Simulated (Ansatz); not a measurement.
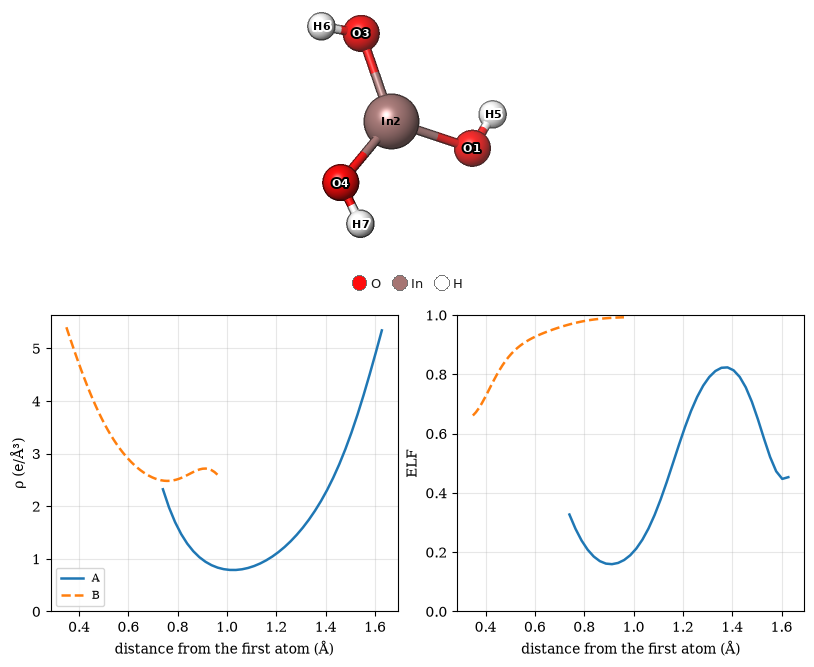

Figure. H₃InO₃ (SMILES [OH][In]([OH])[OH]). Electron density and electron localisation function along straight lines between neighbouring atoms. The curves leave out the atomic cores. The structure is drawn too.

Geometry: PBE0-D4/def2-TZVP; core potentials replace the inner electrons of In.

Theory: Ansatz, RKS PBE0-D4/def2-TZVPP.

```xyz
7

O    -1.9056    0.4457   -0.1466
In    0.0084   -0.0100   -0.0063
O     0.9891    0.3523    1.6664
O     0.9428   -0.8277   -1.5391
H    -2.2451    0.8373    0.6626
H     1.9111    0.0876    1.6103
H     0.3607   -0.9531   -2.2932
```

Which curve belongs to which contact (In–O and O–H)? The first atom named is at distance zero.

Answer. Curve A: In–O (1.97 Å): ρ at the midpoint is about 0.8 e/Å³; the ELF peaks at about 0.80 in the valence shell of O, 0.6 Å from its nucleus, and drops to about 0.15 between the two atoms. Curve B: O–H (0.96 Å): ρ is about 3.8 e/Å³ halfway; the ELF climbs to about 1 towards the hydrogen, as it does in any bond to H; an ordinary covalent bond to hydrogen.
